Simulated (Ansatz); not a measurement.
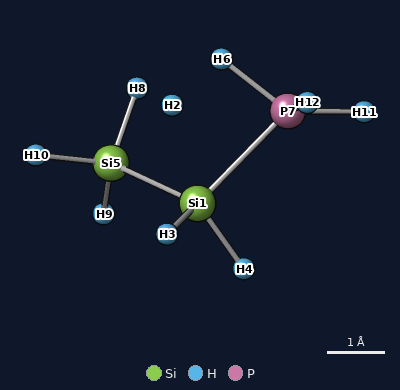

Si2PH9, before the relaxation. The picture is a ball-and-stick view, seen at a tilt.

Level of theory: RKS PBE-D4/cc-pVDZ in Ansatz 0.2.0.

Input file:
```yaml
crystal:
  periodic: [false, false, false]
  atoms:
    - {symbol: Si, position_ang: [-0.412100, -0.319999, -0.891302]}
    - {symbol: H, position_ang: [1.348223, 0.095553, -0.328703]}
    - {symbol: H, position_ang: [0.148017, -0.898624, -2.145533]}
    - {symbol: H, position_ang: [-1.866192, -0.143739, -1.253215]}
    - {symbol: Si, position_ang: [-0.170923, -1.562747, 1.060282]}
    - {symbol: H, position_ang: [1.249845, 1.170892, 0.438783]}
    - {symbol: P, position_ang: [0.033185, 1.811933, -0.164028]}
    - {symbol: H, position_ang: [0.313187, -0.627708, 2.114890]}
    - {symbol: H, position_ang: [-1.426337, -2.202510, 1.546594]}
    - {symbol: H, position_ang: [0.845810, -2.624474, 0.842167]}
    - {symbol: H, position_ang: [-0.829032, 2.962675, 0.025226]}
    - {symbol: H, position_ang: [0.766218, 2.338747, -1.245162]}
basis:
  gaussian: {orbitals: cc-pVDZ}
hamiltonian: {xc: pbe, dispersion: d4}
relax: {f_tol: 0.03, max_steps: 60, escape_saddle: false}
```

Command:
```bash
ansatz run in.yaml --threads 4 --pin off --events-out ev --progress --plain --max-ram 9574MiB
```

**What does the optimiser find from here?**

Over 22 accepted moves (24 points after the start) the energy falls by 2.263 eV. The largest force component goes from 0.51 to 0.026 eV/Å. The line search rejected the trial steps at points 15, 19 of the run. The forces were under the threshold at step 21, but the run went on from there. The largest move after the best rigid fit is that of H2, 1.67 Å. By element the largest moves are H 1.67 Å, P 0.40 Å, Si 0.33 Å. Among the contacts that change: Si1–H2 1.894 → 3.653 Å, H6–P7 1.502 → 3.196 Å, H2–H6 1.325 → 0.771 Å, Si1–Si5 2.326 → 2.367 Å. New bonds form: H2–H6 (1.32 → 0.77 Å). Bonds break: H6–P7 (1.50 → 3.20 Å). Bond angles that change, for instance: Si1–P7–H11 131.5° → 93.0°, H3–Si1–P7 123.6° → 107.4°, H4–Si1–P7 98.9° → 112.6°.

Step by step:

```
step  E − E(0), eV  largest force component, eV/Å      note
   0        0.0000                         0.5097          
   1       -0.0750                         0.6372          
   2       -0.2125                         1.3080          
   3       -0.4663                         1.8048          
   4       -0.9011                         2.2515          
   5       -1.2651                         1.6333          
   6       -1.7629                         0.7975          
   7       -1.9594                         0.6160          
   8       -2.0748                         0.8549          
   9       -2.1374                         0.2194          
  10       -2.1751                         0.0932          
  11       -2.1760                         0.2113          
  12       -2.1959                         0.1613          
  13       -2.2162                         0.0972          
  14       -2.2260                         0.2548          
  15       -2.2155                         0.7592  rejected
  16       -2.2381                         0.1216          
  17       -2.2459                         0.1257          
  18       -2.2487                         0.2397          
  19       -2.2470                         0.4917  rejected
  20       -2.2595                         0.0456          
  21       -2.2623                         0.0133          
  22       -2.2624                         0.2140          
  23       -2.2634                         0.0520          
  24       -2.2635                         0.0256
```

Final geometry:

```xyz
12

Si   -0.6153   -0.0549   -0.9108
H     2.8277   -0.4082    0.2583
H     0.3091   -0.5689   -1.9902
H    -2.0335   -0.1485   -1.4287
Si   -0.3683   -1.3484    1.0556
H     2.5807    0.3214    0.2253
P     0.0119    2.1034   -0.4403
H     0.0468   -0.4626    2.2068
H    -1.6769   -2.0122    1.4159
H     0.6806   -2.4188    0.8753
H    -1.1638    2.3488    0.3657
H    -0.5992    2.6490   -1.6329
```

The end point in the same view:

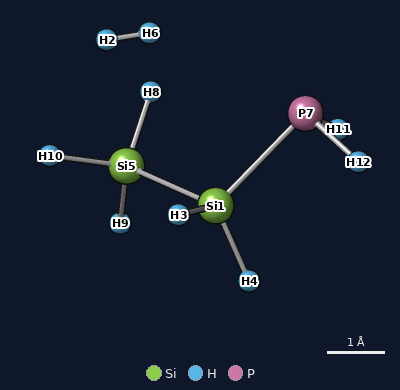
